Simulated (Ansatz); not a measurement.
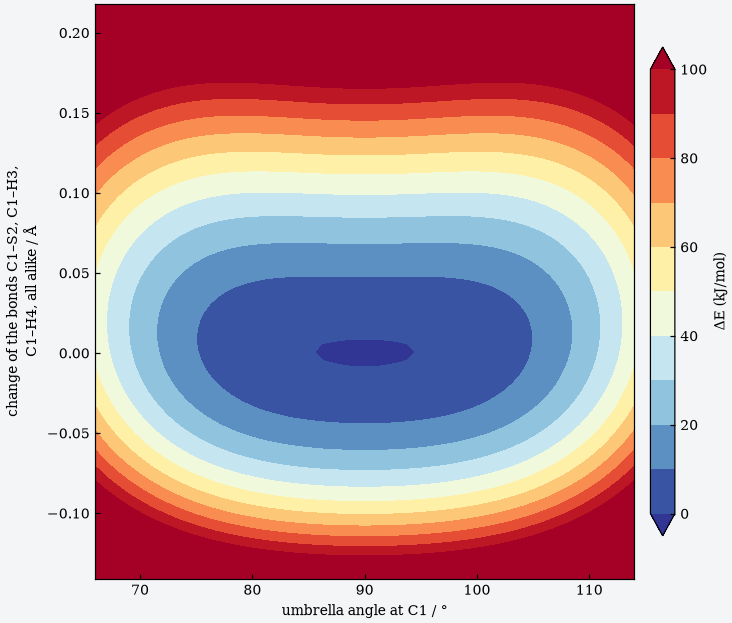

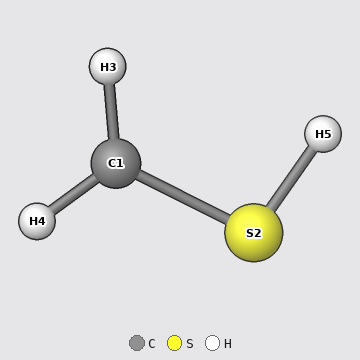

Energy landscape of CH3S, SMILES [CH2]S, spin multiplicity 2. Coordinates scanned: (1) umbrella angle at C1 (between each of its bonds and their common axis; 90 is planar); (2) change of the bonds C1–S2, C1–H3, C1–H4, all alike. Nothing is relaxed (all other coordinates rigid). The scan uses a 13 × 13 grid; 102 points were computed and 67 follow by symmetry. Points are written as (first, second). All energies are given in kJ/mol relative to the lowest grid point. The calculation used UKS r2SCAN0-D4/def2-TZVP (Ansatz 0.2.0).

Drawn: filled contours, one colour for all values above the top of the scale. Between grid points the surface is interpolated. The second picture is the structure at the lowest point.

Summarise what can be read from the map.

The lowest grid point is at (90°, 0.009 Å). The highest grid point, (66°, −0.141 Å), lies 205 kJ/mol above the lowest.

The input of one point:

```yaml
crystal:
  periodic: [false, false, false]
  atoms:
    - { symbol: C, position_ang: [-0.135772, -0.555087, 0.100063] }
    - { symbol: S, position_ang: [0.844656, 0.83998, 0.299099] }
    - { symbol: H, position_ang: [-0.987005, -0.56565, -0.568625] }
    - { symbol: H, position_ang: [0.135598, -1.431505, 0.676592] }
    - { symbol: H, position_ang: [0.196672, 1.646554, -0.545686] }
magnetization:
  spin_polarized: true
  initial_magnetization: 1
basis:
  gaussian: { orbitals: def2-TZVP }
hamiltonian:
  xc: { name: r2SCAN0 }
  dispersion: d4
output:
  forces: true
```

Each point was launched as `ansatz run input.yaml --threads 1 --pin off --max-ram 2560MiB --backend cpu --events-out ev --progress --plain --runs-dir out`. Time for the 102 points that were run: 4.9 min on 1 thread of Intel(R) Xeon(R) Platinum 8488C (Sapphire Rapids), with other jobs on the host.
